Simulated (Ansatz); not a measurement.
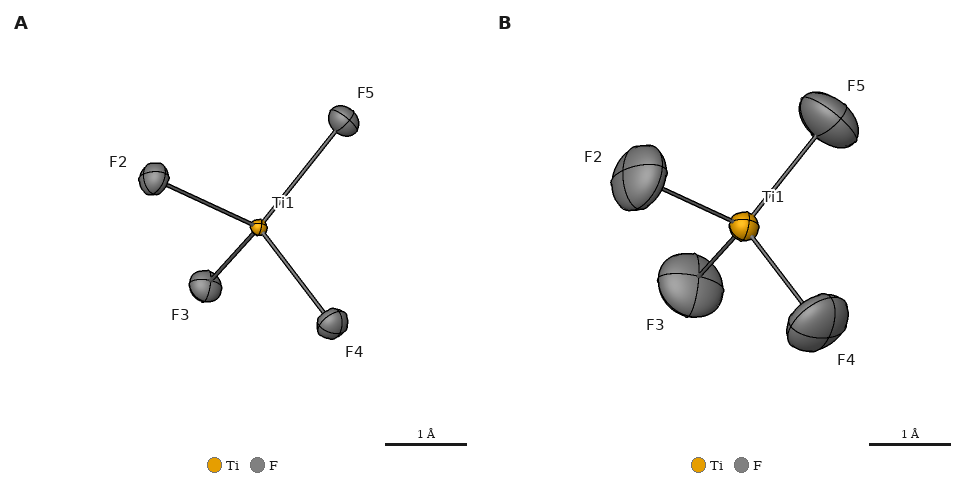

Displacement ellipsoids at the 50 % level, scaled by 3, from the internal vibrations of the free molecule (harmonic, no overall translation or rotation; no half-axis is drawn under 0.075 Å). Charge 0, singlet. Vibrations computed with RKS PBE0-D4/def2-TZVP (Ansatz 0.2.0). One panel is for 0 K (zero-point motion alone), the other for 600 K.

Question: Which panel is for 600 K?

Answer: B.

Question: How much does the mean-square displacement of F2 grow, and why?

Answer: U_eq goes from 0.0018 to 0.0068 Å², a factor of 3.7. Modes below kT (417 cm⁻¹ at 600 K) grow about in proportion to T, and the lowest lies at 192 cm⁻¹; the mean-square amplitude of a mode is its zero-point value times coth(ħω/2kT), which comes close to 1 only above about 3kT.
